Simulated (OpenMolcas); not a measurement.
# One shape, several levels: doublet C2H6AlF+

Aim: a comparison of 6 runs (UB3LYP/6-31G*, U-r2SCAN/def2-SVP, U-revPBE/def2-SVP, UB3LYP/def2-SVP, UM06-2X/def2-SVP) of doublet C2H6AlF+. 

Program for the calculation: OpenMolcas 26.06.

1 further run of the same task is left out (set aside as unsound or not needed).

**1. Starting point**

C2H6AlF+: 10 atoms, total charge +1, spin state doublet. SMILES of the parent species: `[CH3][Al]([CH3])[F]`. The shape is that of a PBE0-D4/def2-TZVP optimisation. That shape belongs to the parent species and isn't relaxed for this state.

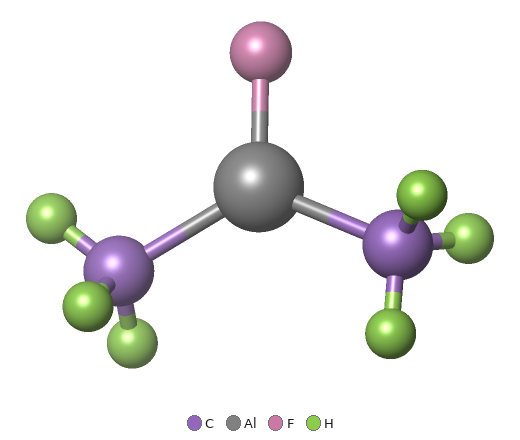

Viewed from a chosen angle; carbon purple, aluminium grey, fluorine pink, hydrogen green.

**2. A single-point energy at UB3LYP/6-31G(d) (spherical functions) (run 1)**

calc.input

```
* C2H6AlF Kohn-Sham DFT
&GATEWAY
BasLib
$CurrDir
Coord
10
angstrom
C       -0.566700       1.412600      -0.858500
Al      -0.288600      -0.445300      -0.364300
C        0.794700      -1.093100       1.112200
F       -1.047300      -1.600600      -1.281300
H       -1.184400       1.517100      -1.752900
H       -1.054000       1.963400      -0.046800
H        0.387100       1.917300      -1.043800
H        0.189400      -1.676700       1.813200
H        1.269800      -0.283800       1.672000
H        1.583200      -1.762300       0.753400
Basis
6-31Gs
Group
NoSym
&SEWARD
GridInput
Grid=UltraFine
End of Grid
&SCF
UHF
Charge
1
Spin
2
KSDFT
B3LYP
Thresholds
1e-10 1e-07 1e-07 1e-05
PrOrbitals
0
```

The basis set 6-31G* is read from a file made from the Basis Set Exchange's data (not shown).

Launch:

```
$ export MOLCAS_MEM=1860
$ pymolcas calc.input > calc.log
```

Output:

```text
--- Start Module: gateway ---
[...]
--- Stop Module: gateway /rc=_RC_ALL_IS_WELL_ ---
--- Start Module: seward ---
[...]
      Basis functions           72
--- Stop Module: seward /rc=_RC_ALL_IS_WELL_ ---
[...]
--- Start Module: scf ---
[...]
       Convergence after  21 Iterations
[...]
::    Total KS-DFT energy                            -421.8245623313
[...]
      Total spin, S                                     0.5048213792
[...]
      Total electronic charge=   39.000000
      Total            charge=    1.000000
[...]
      Dipole Moment (debye):
      Origin of the operator (angstrom)=   -0.3124   -0.4854   -0.3909
                   X=  2.2336E+00               Y=  3.3595E+00               Z=  2.7131E+00           Total=  4.8617E+00
      Center of Charge (angstrom)
[...]
--- Stop Module: scf /rc=_RC_ALL_IS_WELL_ ---
[...]
```

It took 59 s on 1 thread of AMD EPYC 7R43 (Zen 3), shared host; peak memory 0.42 GiB.

**3. A single-point energy at UB3LYP/6-31G(d) (Cartesian functions) (run 2)**

run.inp

```
* C2H6AlF Kohn-Sham DFT
>>> EXPORT MOLCAS_PRINT=2

&gateway
 baslib=$CurrDir
 basisset
 C.6-31Gs....
 C1 -0.566700 1.412600 -0.858500 angstrom
 C3 0.794700 -1.093100 1.112200 angstrom
 End of Basis
 basisset
 Al.6-31Gs....
 Al2 -0.288600 -0.445300 -0.364300 angstrom
 End of Basis
 basisset
 F.6-31Gs....
 F4 -1.047300 -1.600600 -1.281300 angstrom
 End of Basis
 basisset
 H.6-31Gs....
 H5 -1.184400 1.517100 -1.752900 angstrom
 H6 -1.054000 1.963400 -0.046800 angstrom
 H7 0.387100 1.917300 -1.043800 angstrom
 H8 0.189400 -1.676700 1.813200 angstrom
 H9 1.269800 -0.283800 1.672000 angstrom
 H10 1.583200 -1.762300 0.753400 angstrom
 End of Basis

&seward
 gridinput
 Grid=UltraFine
 End of Grid

&scf
 uhf
 charge=1
 spin=2
 ksdft=B3LYP
 thresholds=1e-10 1e-07 1e-07 1e-05
 prorbitals=0
```

The basis set 6-31G* is read from a file made from the Basis Set Exchange's data (not shown).

Launch:

```
$ export MOLCAS_MEM=1860
$ pymolcas run.inp > run.log
```

Output:

```text
--- Start Module: gateway ---
[...]
--- Stop Module: gateway /rc=_RC_ALL_IS_WELL_ ---
--- Start Module: seward ---
[...]
      Basis functions           76
--- Stop Module: seward /rc=_RC_ALL_IS_WELL_ ---
[...]
--- Start Module: scf ---
[...]
       Convergence after  20 Iterations
[...]
::    Total KS-DFT energy                            -421.8293150476
[...]
      Total spin, S                                     0.5048204157
[...]
      Total electronic charge=   39.000000
      Total            charge=    1.000000
[...]
      Dipole Moment (debye):
      Origin of the operator (angstrom)=   -0.3124   -0.4854   -0.3909
                   X=  2.2344E+00               Y=  3.3607E+00               Z=  2.7140E+00           Total=  4.8634E+00
      Center of Charge (angstrom)
[...]
--- Stop Module: scf /rc=_RC_ALL_IS_WELL_ ---
[...]
```

Run time: 80 s. Hardware: 1 thread of AMD EPYC 7R43 (Zen 3), shared host; peak memory 0.43 GiB.

Runs 3 to 5 aren't shown in full; the table further down has their settings and results.

**4. The energy at UM06-2X/def2-SVP (run 6)**

run.input

```
>>> EXPORT MOLCAS_PRINT=2

&GATEWAY
 BASLIB=$CurrDir
 COORD
 10
 angstrom
 C       -0.566700       1.412600      -0.858500
 Al      -0.288600      -0.445300      -0.364300
 C        0.794700      -1.093100       1.112200
 F       -1.047300      -1.600600      -1.281300
 H       -1.184400       1.517100      -1.752900
 H       -1.054000       1.963400      -0.046800
 H        0.387100       1.917300      -1.043800
 H        0.189400      -1.676700       1.813200
 H        1.269800      -0.283800       1.672000
 H        1.583200      -1.762300       0.753400
 BASIS=def2-SVP
 GROUP=NoSym

&SEWARD
 GRIDINPUT
 Grid=UltraFine
 End of Grid

&SCF
 UHF
 CHARGE=1
 SPIN=2
 KSDFT=M062X
 THRESHOLDS=1e-10 1e-07 1e-07 1e-05
 PRORBITALS=0
```

The basis set def2-SVP is read from a file made from the Basis Set Exchange's data (not shown).

Launch:

```
$ export MOLCAS_MEM=1860
$ pymolcas run.input > run.log
```

Output:

```text
--- Start Module: gateway ---
[...]
--- Stop Module: gateway /rc=_RC_ALL_IS_WELL_ ---
--- Start Module: seward ---
[...]
      Basis functions           90
--- Stop Module: seward /rc=_RC_ALL_IS_WELL_ ---
[...]
--- Start Module: scf ---
[...]
       Convergence after  20 Iterations
[...]
::    Total KS-DFT energy                            -421.4956377856
[...]
      Total spin, S                                     0.5077031721
[...]
      Total electronic charge=   39.000000
      Total            charge=    1.000000
[...]
      Dipole Moment (debye):
      Origin of the operator (angstrom)=   -0.3124   -0.4854   -0.3909
                   X=  2.4325E+00               Y=  3.6544E+00               Z=  2.9548E+00           Total=  5.2917E+00
      Center of Charge (angstrom)
[...]
--- Stop Module: scf /rc=_RC_ALL_IS_WELL_ ---
[...]
```

It took 94 s on 1 thread of AMD EPYC 7R43 (Zen 3), shared host; peak memory 0.49 GiB.

**5. Overview of the runs**

```
run                                level  Cartesian functions  energy (Eh)  HOMO energy (eV)  LUMO energy (eV)   ⟨S²⟩  wall time
  1  UB3LYP/6-31G* (spherical functions)                   no  -421.824562            -15.09            -12.30  0.760       59 s
  2  UB3LYP/6-31G* (Cartesian functions)                  yes  -421.829315            -15.09            -12.30  0.760       80 s
  3                    U-r2SCAN/def2-SVP                   no  -421.486540            -14.41            -12.85  0.760    2.6 min
  4                    U-revPBE/def2-SVP                   no  -421.498619            -13.89            -12.85  0.754    1.8 min
  5                      UB3LYP/def2-SVP                   no  -421.628532            -15.22            -12.42  0.760       84 s
  6                     UM06-2X/def2-SVP                   no  -421.495638            -16.53            -11.58  0.765       94 s
```

**6. Outcome**

```
                                 quantity          value
                      run 6: total energy  -421.49564 Eh
run 6: HOMO energy (highest over α and β)      -16.53 eV
 run 6: LUMO energy (lowest over α and β)      -11.58 eV
                              run 6: ⟨S²⟩          0.765
```

**Reading.** Totals of different functionals can't be ranked against each other. All runs together took 9.6 min, the longest 2.6 min.
